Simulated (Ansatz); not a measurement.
## Electronic structure of CH9NSi3 (SMILES N[SiH]1[SiH2]C1[SiH3]) in real space

Input file:

```
crystal:
  periodic: [false, false, false]
  atoms:
    - { symbol: "N", position_ang: [-1.8362, 1.6372, 0.2293] }
    - { symbol: Si, position_ang: [-0.9775, 0.4077, 0.8602] }
    - { symbol: Si, position_ang: [1.6051, 0.6712, 0.6098] }
    - { symbol: C, position_ang: [0.3586, 0.0613, -0.3499] }
    - { symbol: Si, position_ang: [0.493, -1.8012, -0.7401] }
    - { symbol: H, position_ang: [-2.259, 1.4349, -0.6921] }
    - { symbol: H, position_ang: [-1.265, 2.4947, 0.0559] }
    - { symbol: H, position_ang: [-1.6457, -0.8298, 1.1696] }
    - { symbol: H, position_ang: [2.0218, -0.0208, 1.9138] }
    - { symbol: H, position_ang: [1.726, 2.1493, 0.7608] }
    - { symbol: H, position_ang: [0.1511, 0.5528, -1.2752] }
    - { symbol: H, position_ang: [-0.77308, -2.27337, -1.40556] }
    - { symbol: H, position_ang: [0.66857, -2.45656, 0.527] }
    - { symbol: H, position_ang: [1.66848, -2.06766, -1.6004] }
basis:
  gaussian: { orbitals: "6-31G*" }
hamiltonian:
  xc: hf
relax:
  f_tol: 0.015
  max_steps: 40
output:
  orbitals: {}
```

Launched as:

```sh
ansatz run input.yaml --threads 1 --pin off --max-ram 2048MiB --backend cpu --events-out ev --progress --plain --runs-dir out
```

The fields are those of the relaxed geometry.

Theory: RHF/6-31G* in Ansatz.

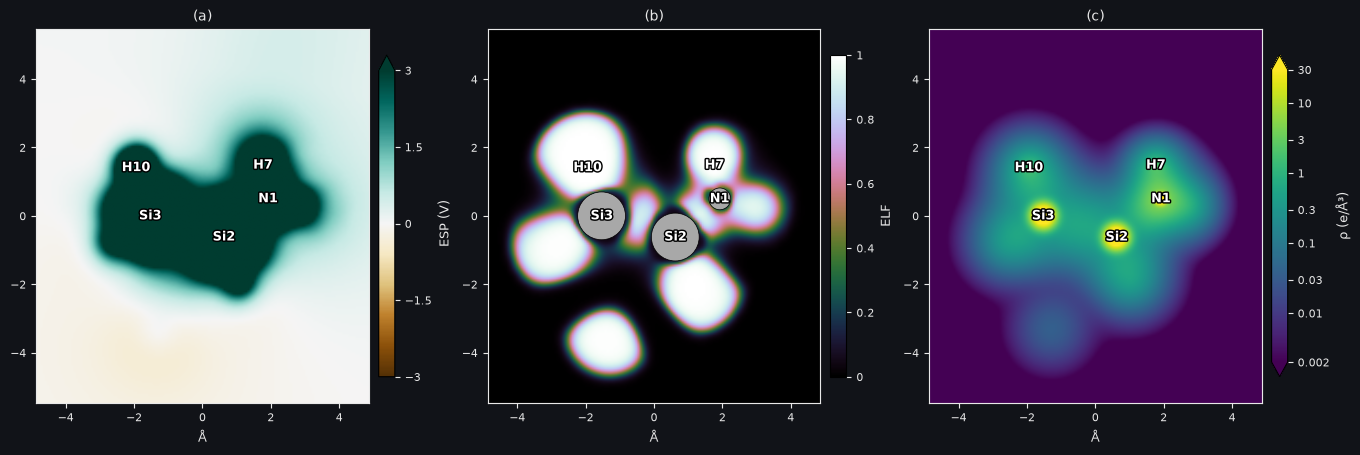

Figure 1. (a) electrostatic potential; (b) ELF; (c) total electron density on the plane of atoms N1, Si2 and Si3. Grey discs cover the atomic cores in the ELF map.

### Read the bonding off the picture.

The section cuts through N, Si and H sites. Si–N (1.72 Å): the density is about 1.1 e/Å³ at the midpoint; the ELF peaks at about 0.95 between the atoms, as expected for a polar covalent bond. Si–Si (2.24 Å): ρ is about 0.62 e/Å³ halfway; the ELF peaks at about 0.85 between the atoms (localised, covalent bonding). N–H (1.00 Å): the density is about 2.9 e/Å³ at the midpoint; the ELF climbs to about 1 towards the hydrogen, as it does in any bond to H; an ordinary covalent bond to hydrogen. Si–H (1.47 Å): the density is about 0.78 e/Å³ at the midpoint; the ELF climbs to about 1 towards the hydrogen. Outside the dense part of the molecule the potential is most negative (−0.4 V) near H13, which lies off the plane.

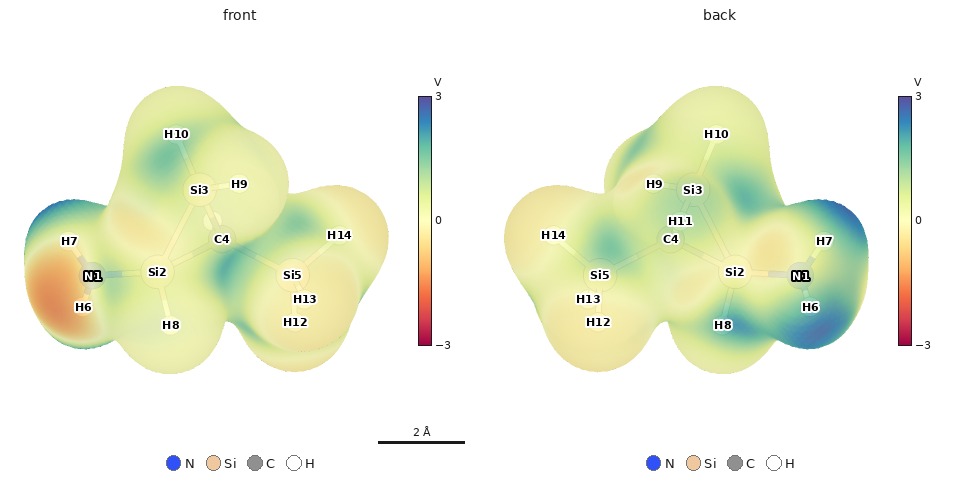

Figure 2. The electrostatic potential painted on the density surface at 0.004 e/bohr³, seen from the front and from behind; the colour scale runs from red (negative) to blue (positive).

### Where is the surface potential most negative and most positive?

The most negative region (about −1.4 V, or −32 kcal/mol for a unit charge) lies over N1, the most positive (about +2.6 V, or +60 kcal/mol for a unit charge) over H6 and H7. N1 is the likeliest acceptor of a hydrogen bond.

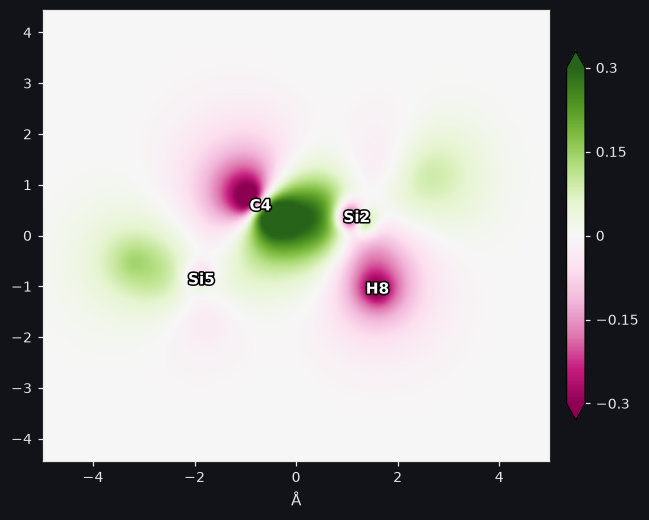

Figure 3. The HOMO−1 on the plane of atoms C4, Si2 and H8 (values in Å⁻³ᐟ²; the overall sign is arbitrary).

### Where does this orbital lie, and at what energy?

By Hirshfeld shares it lies mainly on C4 (about 35 %), Si3 (about 15 %), N1 (about 15 %) and Si2 (about 10 %). Its energy is −9.91 eV.

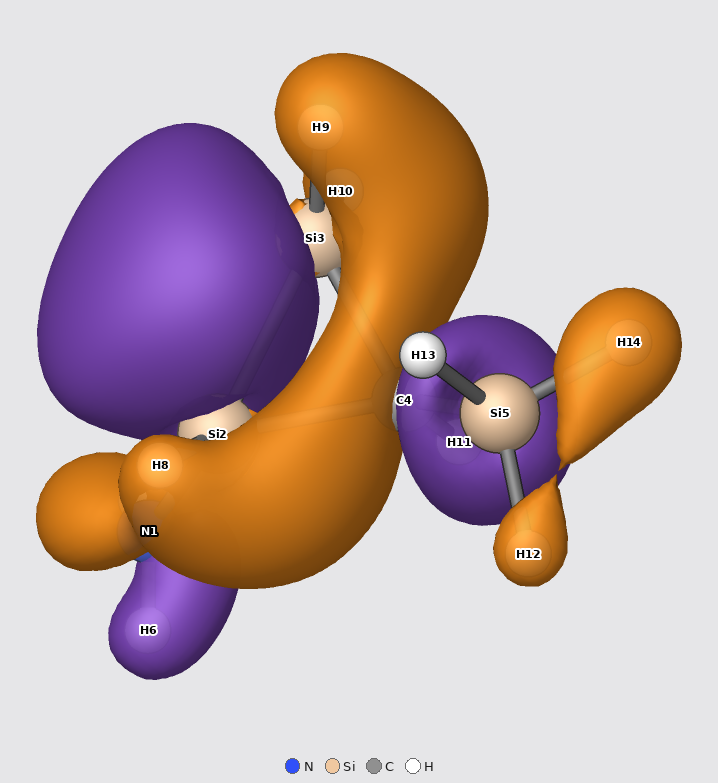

Figure 4. The HOMO at ±0.06 Å⁻³ᐟ² (orange and purple are the two phases), seen at an oblique angle.

### Where does this orbital lie, and at what energy?

Its weight (Hirshfeld) is mainly on Si3 (about 35 %), Si2 (about 30 %) and C4 (about 15 %). Its energy is −8.73 eV.
